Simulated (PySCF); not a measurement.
**C₄H₆BF: NMR shifts at several levels of theory**

Aim: compute the NMR shifts of C₄H₆BF (`C=C=CCBF`) at several levels, and see how far they spread and what each costs.

The runs use PySCF 2.14.0, with density-fitted response routines of our own; the level of theory stands in each step. All values are computed, except where a source is named. Atoms are numbered from 0 throughout.

**1. The starting structure**

12 atoms, charge 0, multiplicity 1; geometry from: PBE0-D3(BJ)/def2-SVP.

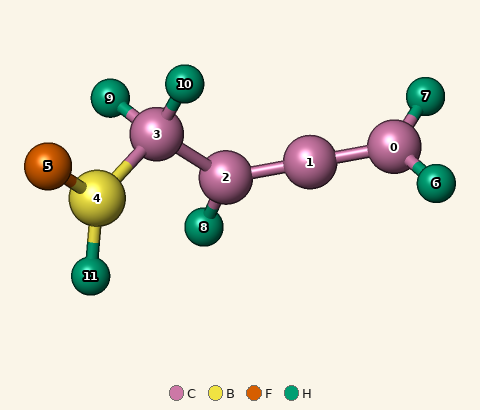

The starting geometry (carbon pink, boron yellow, fluorine orange, hydrogen teal), atoms numbered.

**2. NMR shieldings: PBE0/pcSseg-2**

The job: settings as JSON, then the geometry in Å.

```
{"job": {"kind": "nmr", "xc": "PBE0", "basis": "pcSseg-2", "pop": false}, "charge": 0, "multiplicity": 1}
C     -2.623699    -0.115903     0.943455
C     -1.465264    -0.208804     0.341989
C     -0.303533    -0.302104    -0.257608
C      0.933074    -0.918738     0.330239
B      2.185555     0.021986     0.378718
F      3.217311    -0.323055     1.135169
H     -2.875158     0.748608     1.567703
H     -3.383752    -0.898713     0.840769
H     -0.218549     0.122745    -1.267494
H      1.258168    -1.777997    -0.295346
H      0.740647    -1.346763     1.327576
H      2.300608     1.042824    -0.265446
```

With the program's defaults for keys left out, this is: GIAO PBE0/pcSseg-2 NMR shielding, non-relativistic, gas phase.

The run is started by

```
> OMP_NUM_THREADS=1 python probes_run.py task.json out
```

The driver reads the jobs from task.json and runs them one after another.

The log of the run:

```text
coarse grid: 10240 points
cycle   1  E = -280.4403236313  dE =  5.687e-01  |g| = 5.356e-01  |ddm| = 2.384e+00
cycle   2  E = -280.4064141846  dE =  3.391e-02  |g| = 7.421e-01  |ddm| = 8.045e-01
cycle   3  E = -280.4954584686  dE = -8.904e-02  |g| = 8.806e-02  |ddm| = 4.684e-01
cycle   4  E = -280.4968472246  dE = -1.389e-03  |g| = 2.753e-02  |ddm| = 7.182e-02
cycle   5  E = -280.4970031811  dE = -1.560e-04  |g| = 9.416e-03  |ddm| = 2.435e-02
cycle   6  E = -280.4970234449  dE = -2.026e-05  |g| = 3.210e-03  |ddm| = 8.134e-03
cycle   7  E = -280.4970260924  dE = -2.648e-06  |g| = 5.333e-04  |ddm| = 2.881e-03
final grid: 99880 points
cycle   8  E = -280.4990441044  dE = -1.041e-04  |g| = 6.194e-03  |ddm| = 6.108e-02
cycle   9  E = -280.4990436575  dE =  4.469e-07  |g| = 6.422e-03  |ddm| = 1.024e-02
cycle  10  E = -280.4990531616  dE = -9.504e-06  |g| = 6.273e-04  |ddm| = 5.263e-03
cycle  11  E = -280.4990532109  dE = -4.925e-08  |g| = 3.347e-04  |ddm| = 5.033e-04
cycle  12  E = -280.4990532312  dE = -2.028e-08  |g| = 7.263e-05  |ddm| = 2.015e-04
cycle  13  E = -280.4990532323  dE = -1.151e-09  |g| = 2.082e-05  |ddm| = 6.534e-05
cycle  14  E = -280.4990532324  dE = -1.042e-10  |g| = 6.363e-06  |ddm| = 1.879e-05
converged SCF energy = -280.4990532324

GIAO shielding tensors (ppm)
atom      isotropic    diamagn.    paramagn.     s11        s22        s33       span
  0 C      104.091     256.830    -152.739     15.799    128.165    168.308    152.510
  1 C      -44.370     264.410    -308.779    -78.206    -52.091     -2.812     75.395
  2 C       91.223     257.116    -165.893      3.673    111.491    158.505    154.832
  3 C      156.278     243.060     -86.782    144.027    154.344    170.463     26.436
  4 B       40.888     191.210    -150.321    -21.670     63.217     81.118    102.788
  5 F      183.069     464.130    -281.061      1.596     72.406    475.206    473.611
  6 H       26.349      30.800      -4.451     24.498     25.063     29.487      4.988
  7 H       26.332      29.099      -2.767     24.502     25.031     29.462      4.960
  8 H       25.610      32.304      -6.694     23.294     26.240     27.296      4.002
  9 H       29.585      28.193       1.393     25.002     28.971     34.784      9.781
 10 H       29.278      29.366      -0.088     25.547     29.933     32.355      6.808
 11 H       25.659      29.187      -3.528     24.036     24.409     28.531      4.496
```

Run time: 39 s. Hardware: 1 thread of Arm Neoverse V1, shared host; peak memory 1.1 GiB.

The references, computed at this level on geometries of the same kind, shield at (ppm): ¹H TMS 31.25, ¹³C TMS 184.1, ¹⁹F CFCl3 175.8, ¹¹B BF3·OEt2 99.1. Their shielding less the atom's gives the shift. The references are single molecules in the gas phase, so shifts against H2O, NH3, PH3, H3PO4 or CFCl3 are not on the usual liquid scales and can be off by tens of ppm. Atoms listed in one row are averaged.

```
  atoms                                              environment  σ (ppm)  δ (ppm)
     C1                              central carbon of an allene    -44.4    228.5
     C2                terminal carbon of a cumulated C=C=C unit     91.2     92.9
     C0                terminal carbon of a cumulated C=C=C unit    104.1     80.0
     C3                              allylic sp3 CH2 bonded to B    156.3     27.8
     H8  hydrogen on a terminal carbon of a cumulated C=C=C unit    25.61     5.64
    H11                       hydrogen on a boron bonded to C, F    25.66     5.59
 H6, H7  hydrogen on a terminal carbon of a cumulated C=C=C unit    26.34     4.90
H9, H10               hydrogen on an allylic sp3 CH2 bonded to B    29.43     1.81
     B4                                  boron bonded to C, F, H     40.9     58.2
     F5                                     fluorine bonded to B    183.1     -7.3
```

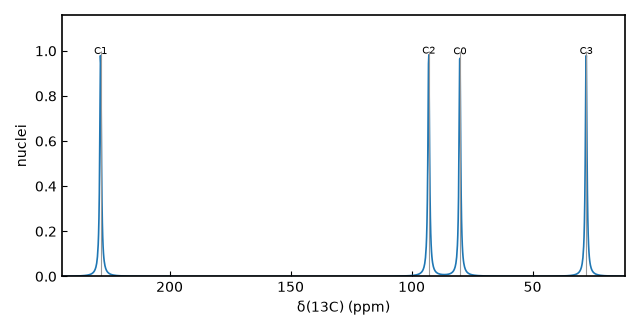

¹³C lines at the computed shifts, without couplings. Lines are broadened to a width of 0.80 ppm (Lorentzian).

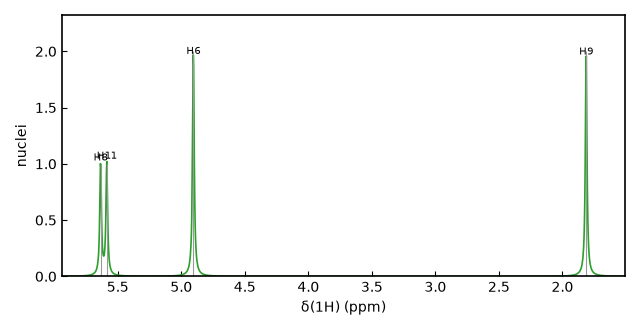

¹H lines at the computed shifts, without couplings. Lines are broadened to a width of 0.02 ppm (Lorentzian).

**3. Nuclear shieldings: mPW1PW91/pcSseg-2**

Same as in step 2 but for these lines:

```diff
@@ -1,2 +1,2 @@
-{"job": {"kind": "nmr", "xc": "PBE0", "basis": "pcSseg-2", "pop": false}, "charge": 0, "multiplicity": 1}
+{"job": {"kind": "nmr", "xc": "mPW1PW91", "basis": "pcSseg-2", "pop": false}, "charge": 0, "multiplicity": 1}
 C     -2.623699    -0.115903     0.943455
```

Level: GIAO mPW1PW91/pcSseg-2 NMR shielding, non-relativistic, gas phase.

The log of the run:

```text
coarse grid: 10240 points
cycle   1  E = -280.6950762442  dE =  5.689e-01  |g| = 5.514e-01  |ddm| = 2.369e+00
cycle   2  E = -280.6585113737  dE =  3.656e-02  |g| = 7.670e-01  |ddm| = 8.226e-01
cycle   3  E = -280.7526612941  dE = -9.415e-02  |g| = 9.031e-02  |ddm| = 4.847e-01
cycle   4  E = -280.7541347730  dE = -1.473e-03  |g| = 2.751e-02  |ddm| = 7.423e-02
cycle   5  E = -280.7542904054  dE = -1.556e-04  |g| = 9.743e-03  |ddm| = 2.466e-02
cycle   6  E = -280.7543123163  dE = -2.191e-05  |g| = 3.232e-03  |ddm| = 8.369e-03
cycle   7  E = -280.7543150080  dE = -2.692e-06  |g| = 5.425e-04  |ddm| = 2.958e-03
final grid: 99880 points
cycle   8  E = -280.7559092803  dE = -9.907e-05  |g| = 5.013e-03  |ddm| = 6.007e-02
cycle   9  E = -280.7559089527  dE =  3.276e-07  |g| = 5.258e-03  |ddm| = 7.916e-03
cycle  10  E = -280.7559148395  dE = -5.887e-06  |g| = 5.815e-04  |ddm| = 4.056e-03
cycle  11  E = -280.7559148743  dE = -3.482e-08  |g| = 3.288e-04  |ddm| = 4.721e-04
cycle  12  E = -280.7559148927  dE = -1.836e-08  |g| = 5.495e-05  |ddm| = 1.854e-04
cycle  13  E = -280.7559148933  dE = -5.982e-10  |g| = 1.484e-05  |ddm| = 4.754e-05
converged SCF energy = -280.7559148933

GIAO shielding tensors (ppm)
atom      isotropic    diamagn.    paramagn.     s11        s22        s33       span
  0 C      103.323     257.352    -154.030     14.890    127.450    167.629    152.739
  1 C      -45.387     263.630    -309.017    -78.652    -52.754     -4.754     73.897
  2 C       90.396     256.913    -166.517      2.638    110.648    157.901    155.262
  3 C      155.899     243.226     -87.327    143.808    154.004    169.885     26.077
  4 B       41.272     191.529    -150.257    -20.801     63.534     81.082    101.883
  5 F      185.559     464.105    -278.546      4.139     76.991    475.547    471.408
  6 H       26.408      30.851      -4.443     24.567     25.135     29.522      4.955
  7 H       26.389      29.161      -2.772     24.568     25.104     29.496      4.928
  8 H       25.676      32.375      -6.699     23.367     26.292     27.369      4.002
  9 H       29.644      28.212       1.433     25.086     29.025     34.822      9.735
 10 H       29.334      29.384      -0.050     25.599     29.983     32.421      6.821
 11 H       25.748      29.256      -3.509     24.151     24.487     28.605      4.454
```

Wall time 38 s (1 thread of Arm Neoverse V1, shared host); peak memory 1.1 GiB.

In short: δ C1 228.9, C2 93.1, C0 80.2, C3 27.6, H8 5.62, H11 5.55 ppm.

**4. Shielding tensors: WP04/pcSseg-2**

Same as in step 3 but for these lines:

```diff
@@ -1,2 +1,2 @@
-{"job": {"kind": "nmr", "xc": "mPW1PW91", "basis": "pcSseg-2", "pop": false}, "charge": 0, "multiplicity": 1}
+{"job": {"kind": "nmr", "xc": "WP04", "basis": "pcSseg-2", "pop": false}, "charge": 0, "multiplicity": 1}
 C     -2.623699    -0.115903     0.943455
```

With the program's defaults for keys left out, this is: GIAO WP04/pcSseg-2 NMR shielding, non-relativistic, gas phase.

The log of the run:

```text
coarse grid: 10240 points
cycle   1  E = -287.0646466805  dE =  5.030e-01  |g| = 9.218e-01  |ddm| = 2.385e+00
cycle   2  E = -286.8641500426  dE =  2.005e-01  |g| = 1.455e+00  |ddm| = 1.397e+00
cycle   3  E = -287.2100563143  dE = -3.459e-01  |g| = 2.044e-01  |ddm| = 9.043e-01
cycle   4  E = -287.2178430941  dE = -7.787e-03  |g| = 5.005e-02  |ddm| = 1.529e-01
cycle   5  E = -287.2182905133  dE = -4.474e-04  |g| = 2.605e-02  |ddm| = 4.825e-02
cycle   6  E = -287.2184483023  dE = -1.578e-04  |g| = 8.357e-03  |ddm| = 2.220e-02
cycle   7  E = -287.2184660724  dE = -1.777e-05  |g| = 1.789e-03  |ddm| = 7.530e-03
cycle   8  E = -287.2184667830  dE = -7.106e-07  |g| = 4.376e-04  |ddm| = 1.621e-03
final grid: 99880 points
cycle   9  E = -287.2262456379  dE = -1.869e-04  |g| = 7.383e-03  |ddm| = 8.358e-02
cycle  10  E = -287.2262411147  dE =  4.523e-06  |g| = 8.548e-03  |ddm| = 1.236e-02
cycle  11  E = -287.2262577113  dE = -1.660e-05  |g| = 1.328e-03  |ddm| = 6.867e-03
cycle  12  E = -287.2262579460  dE = -2.347e-07  |g| = 7.934e-04  |ddm| = 1.188e-03
cycle  13  E = -287.2262580991  dE = -1.531e-07  |g| = 2.258e-04  |ddm| = 5.741e-04
cycle  14  E = -287.2262581104  dE = -1.132e-08  |g| = 5.520e-05  |ddm| = 1.667e-04
cycle  15  E = -287.2262581110  dE = -5.746e-10  |g| = 1.088e-05  |ddm| = 3.711e-05
converged SCF energy = -287.2262581110

GIAO shielding tensors (ppm)
atom      isotropic    diamagn.    paramagn.     s11        s22        s33       span
  0 C       91.180     253.901    -162.721      3.916    113.667    155.958    152.042
  1 C      -59.153     263.796    -322.949    -81.871    -59.136    -36.451     45.420
  2 C       77.637     257.180    -179.542     -8.738     95.874    145.775    154.512
  3 C      145.580     242.400     -96.821    135.521    142.658    158.560     23.039
  4 B       37.924     191.355    -153.431    -21.888     60.801     74.860     96.748
  5 F      213.643     466.994    -253.351     38.559    130.244    472.128    433.569
  6 H       26.850      31.009      -4.159     25.115     25.769     29.665      4.550
  7 H       26.830      29.461      -2.631     25.114     25.744     29.632      4.518
  8 H       26.211      32.676      -6.466     24.014     26.602     28.016      4.002
  9 H       29.983      28.498       1.485     25.788     29.407     34.753      8.965
 10 H       29.729      29.958      -0.229     26.171     30.315     32.700      6.529
 11 H       26.688      29.981      -3.293     25.340     25.410     29.314      3.974
```

It took 40 s on 1 thread of Arm Neoverse V1, shared host; peak memory 1.1 GiB.

In short: δ C1 231.3, C2 94.5, C0 80.9, C3 26.5, H8 5.40, H11 4.92 ppm.

**5. Nuclear shieldings: B97-2/pcSseg-2**

Same as in step 4 but for these lines:

```diff
@@ -1,2 +1,2 @@
-{"job": {"kind": "nmr", "xc": "WP04", "basis": "pcSseg-2", "pop": false}, "charge": 0, "multiplicity": 1}
+{"job": {"kind": "nmr", "xc": "B97-2", "basis": "pcSseg-2", "pop": false}, "charge": 0, "multiplicity": 1}
 C     -2.623699    -0.115903     0.943455
```

Level: GIAO B97-2/pcSseg-2 NMR shielding, non-relativistic, gas phase.

The log of the run:

```text
coarse grid: 10240 points
cycle   1  E = -280.6689638712  dE =  5.461e-01  |g| = 5.766e-01  |ddm| = 2.384e+00
cycle   2  E = -280.6187920532  dE =  5.017e-02  |g| = 8.330e-01  |ddm| = 8.841e-01
cycle   3  E = -280.7308461508  dE = -1.121e-01  |g| = 9.858e-02  |ddm| = 5.390e-01
cycle   4  E = -280.7326721787  dE = -1.826e-03  |g| = 2.819e-02  |ddm| = 8.060e-02
cycle   5  E = -280.7328308398  dE = -1.587e-04  |g| = 1.131e-02  |ddm| = 2.568e-02
cycle   6  E = -280.7328610226  dE = -3.018e-05  |g| = 3.602e-03  |ddm| = 9.614e-03
cycle   7  E = -280.7328644208  dE = -3.398e-06  |g| = 6.206e-04  |ddm| = 3.355e-03
final grid: 99880 points
cycle   8  E = -280.7307559438  dE = -1.205e-04  |g| = 9.358e-03  |ddm| = 8.650e-02
cycle   9  E = -280.7307414536  dE =  1.449e-05  |g| = 1.364e-02  |ddm| = 1.098e-02
cycle  10  E = -280.7307677713  dE = -2.632e-05  |g| = 8.404e-04  |ddm| = 6.448e-03
cycle  11  E = -280.7307678851  dE = -1.138e-07  |g| = 4.440e-04  |ddm| = 8.879e-04
cycle  12  E = -280.7307679335  dE = -4.835e-08  |g| = 1.576e-04  |ddm| = 3.819e-04
cycle  13  E = -280.7307679399  dE = -6.385e-09  |g| = 2.302e-05  |ddm| = 1.137e-04
cycle  14  E = -280.7307679400  dE = -1.193e-10  |g| = 5.172e-06  |ddm| = 2.077e-05
converged SCF energy = -280.7307679400

GIAO shielding tensors (ppm)
atom      isotropic    diamagn.    paramagn.     s11        s22        s33       span
  0 C      105.013     257.389    -152.377     19.162    128.524    167.352    148.190
  1 C      -40.804     264.879    -305.682    -72.795    -47.355     -2.260     70.535
  2 C       91.963     257.445    -165.481      6.691    111.573    157.626    150.935
  3 C      156.429     243.475     -87.046    145.355    153.826    170.107     24.753
  4 B       44.709     191.495    -146.786    -13.990     66.421     81.695     95.686
  5 F      194.044     464.392    -270.348     17.087     91.188    473.859    456.772
  6 H       26.491      30.897      -4.407     24.629     25.234     29.609      4.980
  7 H       26.472      29.102      -2.630     24.631     25.203     29.583      4.952
  8 H       25.770      32.559      -6.790     23.450     26.389     27.470      4.021
  9 H       29.692      28.208       1.484     25.183     29.073     34.820      9.638
 10 H       29.416      29.495      -0.079     25.730     30.046     32.471      6.741
 11 H       25.894      29.417      -3.523     24.371     24.613     28.698      4.327
```

It took 39 s on 1 thread of Arm Neoverse V1, shared host; peak memory 1.1 GiB.

In short: δ C1 224.3, C2 91.5, C0 78.4, C3 27.0, H8 5.59, H11 5.47 ppm.

**6. Nuclear shieldings: BHandHLYP/pcSseg-2**

Same as in step 5 but for these lines:

```diff
@@ -1,2 +1,2 @@
-{"job": {"kind": "nmr", "xc": "B97-2", "basis": "pcSseg-2", "pop": false}, "charge": 0, "multiplicity": 1}
+{"job": {"kind": "nmr", "xc": "BHandHLYP", "basis": "pcSseg-2", "pop": false}, "charge": 0, "multiplicity": 1}
 C     -2.623699    -0.115903     0.943455
```

With the program's defaults for keys left out, this is: GIAO BHandHLYP/pcSseg-2 NMR shielding, non-relativistic, gas phase.

The log of the run:

```text
coarse grid: 10240 points
cycle   1  E = -280.6190806913  dE =  7.042e-01  |g| = 5.140e-01  |ddm| = 2.343e+00
cycle   2  E = -280.6283795980  dE = -9.299e-03  |g| = 5.540e-01  |ddm| = 5.988e-01
cycle   3  E = -280.6731918411  dE = -4.481e-02  |g| = 5.346e-02  |ddm| = 2.852e-01
cycle   4  E = -280.6736643139  dE = -4.725e-04  |g| = 2.575e-02  |ddm| = 5.669e-02
cycle   5  E = -280.6738273757  dE = -1.631e-04  |g| = 5.170e-03  |ddm| = 2.594e-02
cycle   6  E = -280.6738332734  dE = -5.898e-06  |g| = 2.084e-03  |ddm| = 5.198e-03
final grid: 99880 points
cycle   7  E = -280.6786933508  dE = -4.239e-05  |g| = 3.762e-03  |ddm| = 3.550e-02
cycle   8  E = -280.6786926509  dE =  6.999e-07  |g| = 3.998e-03  |ddm| = 6.178e-03
cycle   9  E = -280.6786963812  dE = -3.730e-06  |g| = 4.212e-04  |ddm| = 3.121e-03
cycle  10  E = -280.6786964170  dE = -3.580e-08  |g| = 2.088e-04  |ddm| = 4.787e-04
cycle  11  E = -280.6786964265  dE = -9.456e-09  |g| = 3.747e-05  |ddm| = 1.465e-04
cycle  12  E = -280.6786964267  dE = -2.243e-10  |g| = 9.022e-06  |ddm| = 2.727e-05
converged SCF energy = -280.6786964267

GIAO shielding tensors (ppm)
atom      isotropic    diamagn.    paramagn.     s11        s22        s33       span
  0 C      104.266     254.225    -149.959     13.871    128.519    170.409    156.538
  1 C      -48.245     264.207    -312.452    -81.791    -55.888     -7.055     74.736
  2 C       90.609     254.315    -163.706      0.313    110.755    160.759    160.446
  3 C      158.138     240.230     -82.091    147.662    154.904    171.849     24.187
  4 B       45.742     190.029    -144.287    -16.021     69.817     83.429     99.450
  5 F      210.997     465.140    -254.143     35.214    117.748    480.028    444.814
  6 H       26.572      30.957      -4.385     24.619     25.328     29.768      5.149
  7 H       26.552      29.395      -2.842     24.619     25.291     29.748      5.129
  8 H       25.889      32.221      -6.332     23.486     26.574     27.606      4.120
  9 H       29.910      28.462       1.448     25.312     29.295     35.124      9.812
 10 H       29.590      29.187       0.403     25.710     30.204     32.856      7.146
 11 H       26.135      29.211      -3.076     24.649     24.747     29.010      4.361
```

Run time: 38 s. Hardware: 1 thread of Arm Neoverse V1, shared host; peak memory 1.1 GiB.

This run: δ C1 232.5, C2 93.7, C0 80.0, C3 26.1, H8 5.56, H11 5.31 ppm.

**7. NMR shieldings: CAM-B3LYP/pcSseg-2**

Same as in step 6 but for these lines:

```diff
@@ -1,2 +1,2 @@
-{"job": {"kind": "nmr", "xc": "BHandHLYP", "basis": "pcSseg-2", "pop": false}, "charge": 0, "multiplicity": 1}
+{"job": {"kind": "nmr", "xc": "CAM-B3LYP", "basis": "pcSseg-2", "pop": false}, "charge": 0, "multiplicity": 1}
 C     -2.623699    -0.115903     0.943455
```

Level: GIAO CAM-B3LYP/pcSseg-2 NMR shielding, non-relativistic, gas phase.

The log of the run:

```text
coarse grid: 10240 points
cycle   1  E = -280.6367541373  dE =  6.801e-01  |g| = 5.417e-01  |ddm| = 2.334e+00
cycle   2  E = -280.6266429701  dE =  1.011e-02  |g| = 6.843e-01  |ddm| = 6.499e-01
cycle   3  E = -280.6932831906  dE = -6.664e-02  |g| = 6.039e-02  |ddm| = 3.395e-01
cycle   4  E = -280.6939344243  dE = -6.512e-04  |g| = 2.697e-02  |ddm| = 6.386e-02
cycle   5  E = -280.6941116997  dE = -1.773e-04  |g| = 5.201e-03  |ddm| = 2.789e-02
cycle   6  E = -280.6941174777  dE = -5.778e-06  |g| = 2.373e-03  |ddm| = 5.366e-03
final grid: 99880 points
cycle   7  E = -280.7003986833  dE = -7.492e-05  |g| = 5.045e-03  |ddm| = 3.721e-02
cycle   8  E = -280.7003971503  dE =  1.533e-06  |g| = 5.574e-03  |ddm| = 7.639e-03
cycle   9  E = -280.7004039664  dE = -6.816e-06  |g| = 5.731e-04  |ddm| = 4.029e-03
cycle  10  E = -280.7004040305  dE = -6.409e-08  |g| = 2.569e-04  |ddm| = 6.233e-04
cycle  11  E = -280.7004040462  dE = -1.568e-08  |g| = 4.589e-05  |ddm| = 1.978e-04
cycle  12  E = -280.7004040465  dE = -3.284e-10  |g| = 1.459e-05  |ddm| = 3.819e-05
converged SCF energy = -280.7004040465

GIAO shielding tensors (ppm)
atom      isotropic    diamagn.    paramagn.     s11        s22        s33       span
  0 C      101.947     252.455    -150.508     11.634    125.254    168.954    157.320
  1 C      -50.087     262.763    -312.850    -86.162    -59.186     -4.915     81.247
  2 C       88.123     253.676    -165.552     -1.946    107.898    158.418    160.364
  3 C      154.788     239.693     -84.905    143.260    151.860    169.246     25.986
  4 B       37.599     190.003    -152.404    -28.050     61.472     79.375    107.425
  5 F      184.996     464.515    -279.519      5.297     72.781    476.910    471.612
  6 H       26.499      30.787      -4.288     24.678     25.217     29.601      4.923
  7 H       26.481      29.604      -3.123     24.681     25.185     29.579      4.898
  8 H       25.777      31.904      -6.127     23.530     26.317     27.483      3.953
  9 H       29.751      28.643       1.108     25.234     29.226     34.792      9.558
 10 H       29.441      29.272       0.169     25.699     30.157     32.467      6.768
 11 H       25.792      29.018      -3.227     24.218     24.496     28.662      4.445
```

Wall time 52 s (1 thread of Arm Neoverse V1, shared host); peak memory 1.4 GiB.

Key values: δ C1 232.6, C2 94.4, C0 80.6, C3 27.8, H8 5.56, H11 5.55 ppm.

[end of part 1 of 2]
